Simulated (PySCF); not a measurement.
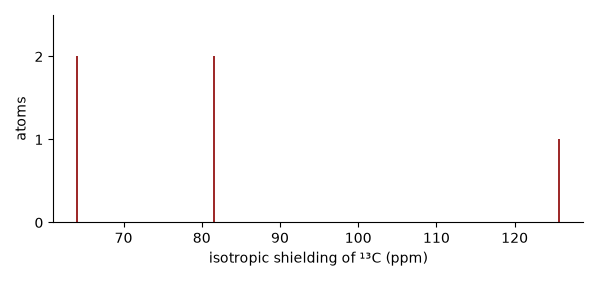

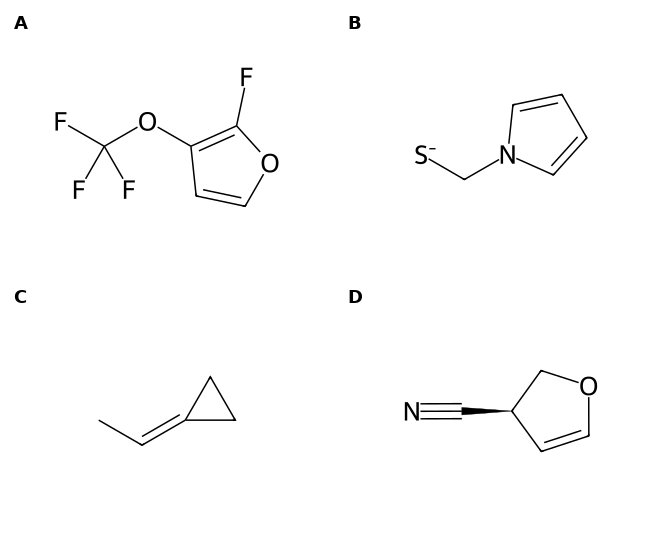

The sticks are computed shieldings of one of the molecules, for one fixed geometry (GFN2-xTB) without averaging over rotations. Low shielding means a high chemical shift. Method: GIAO PBE0/pcSseg-1 NMR shielding, non-relativistic, gas phase (PySCF 2.14.0).

> Which molecule gives this pattern?

B, `[S-]Cn1cccc1`. Its 5 C atoms give lines at 64.1 (2 atoms), 81.5 (2 atoms), 125.7 ppm.
